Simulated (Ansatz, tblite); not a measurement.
Breaking a bond: C₃H₉Bi, SMILES [CH3][Bi]([CH3])[CH3]. The Bi1–C10 bond (Bi1 also carries C, C; C10 carries H, H, H) is varied alone, starting from the PBE0/def2-SVP, def2 effective core potentials past Kr optimised geometry.

```
13

Bi     0.0000     0.0000     0.0000
C      2.2686    -0.1314    -0.1244
H      2.7169     0.6010     0.5614
H      2.5915     0.0801    -1.1538
H      2.5919    -1.1446     0.1539
C      0.0000     2.2723    -0.1261
H      0.7468     2.6783     0.5704
H     -0.9970     2.6537     0.1369
H      0.2451     2.5813    -1.1523
C      0.0000     0.0000     2.2758
H     -0.9963     0.2864     2.6419
H      0.7486     0.7160     2.6427
H      0.2424    -1.0081     2.6413
```

Levels of theory: GFN2-xTB, 300 K electronic temperature (tblite); RKS-PBE = restricted PBE/def2-SVP, def2 effective core potentials past Kr run with Ansatz (a program for electronic structure); UKS-PBE = unrestricted PBE/def2-SVP, def2 effective core potentials past Kr (Ansatz); UKS-PBE0 = unrestricted PBE0/def2-SVP, def2 effective core potentials past Kr run with Ansatz.

Energies are in kcal/mol, each relative to the lowest point of its own curve near equilibrium.

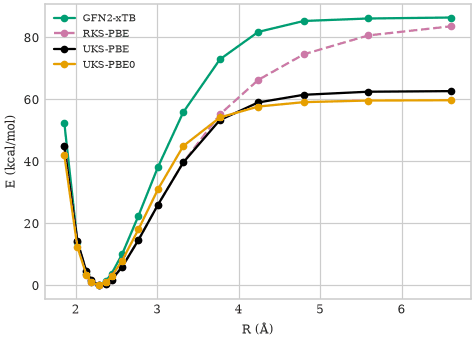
Figure: Energy against bond length for each method.

```tsv
R / Å	GFN2-xTB	RKS-PBE	UKS-PBE	UKS-PBE0
1.86	52.5	44.9	44.9	42.1
2.02	14.1	14.3	14.3	12.5
2.13	3.7	4.5	4.5	3.5
2.19	1.1	1.7	1.7	1.1
2.28	0.0	0.0	0.0	0.0
2.37	1.4	0.4	0.4	1.0
2.44	3.8	1.8	1.8	2.9
2.57	10.1	6.0	6.0	8.0
2.77	22.5	14.7	14.7	18.1
3.01	38.2	26.0	26.0	31.0
3.32	55.9	39.7	39.7	45.0
3.77	72.9	55.2	53.4	54.2
4.24	81.8	66.3	59.0	57.7
4.80	85.3	74.6	61.5	59.1
5.59	86.1	80.7	62.5	59.7
6.61	86.4	83.6	62.7	59.8
```

At the longest distance, 6.61 Å, GFN2-xTB lies highest above its minimum (86.4 kcal/mol) and UKS-PBE0 lowest (59.8 kcal/mol).

The restricted form behind RKS-PBE keeps the bonding electrons paired and can't separate into open-shell fragments. The unrestricted determinant behind UKS-PBE is spin-contaminated at 3.77 to 6.61 Å (<S²> up to 1.0, against 0.00 for a pure singlet). The unrestricted solution behind UKS-PBE0 changes between 3.32 and 3.77 Å, which can leave a kink. The unrestricted determinant behind UKS-PBE0 is spin-contaminated at 3.32 to 6.61 Å (<S²> up to 1.0, against 0.00 for a pure singlet).
